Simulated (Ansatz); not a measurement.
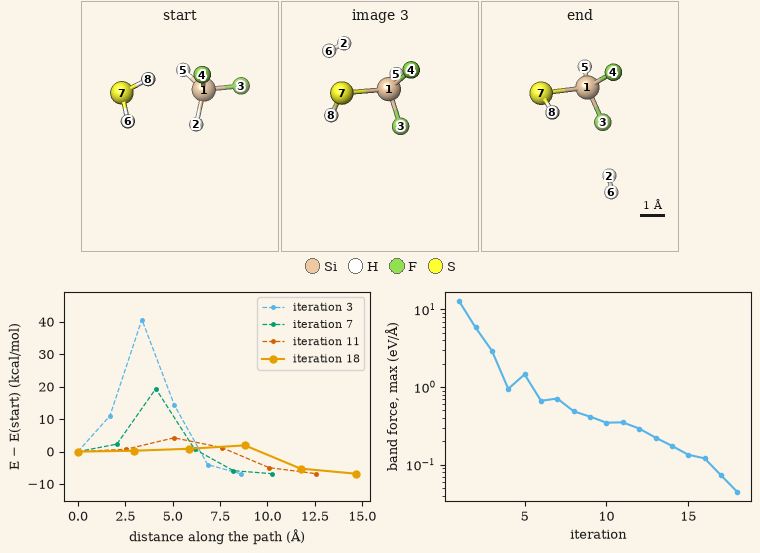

NEB run on SiH₄SF₂, made up at the start of SiH2F2 and H2S. Images are numbered from 0 (start) to 5 (end). The plot follows the band through its iterations. Style: ball-and-stick. Shown at a tilt.

All numbers below come from Ansatz 0.2.0, RKS BLYP/cc-pVDZ. Run with 4 movable images; no climbing image; force threshold 0.05 eV/Å; iteration limit 60; starting path through a guess of the saddle point.

Judge this run.

The run is converged, with reservations. The band converged in 18 iterations. The largest component of the band force went from 13 to 0.044 eV/Å. No image climbed, so the highest image needn't lie on the saddle point, and the true maximum along this path can be higher. The first iteration put the highest image at 94.9 kcal/mol. Forward barrier 1.9 kcal/mol, backward barrier 8.7 kcal/mol, with image 3 at the top; the reaction energy is −6.8 kcal/mol.

Limits of the set-up: the start holds two separate molecules, 2.4 Å apart at their closest, whose relative position is a soft coordinate and is computed without a dispersion correction.

The run took 55 s on 2 threads of AMD EPYC 9R14 (Zen 4), with other jobs on the host, peak memory 0.14 GiB.
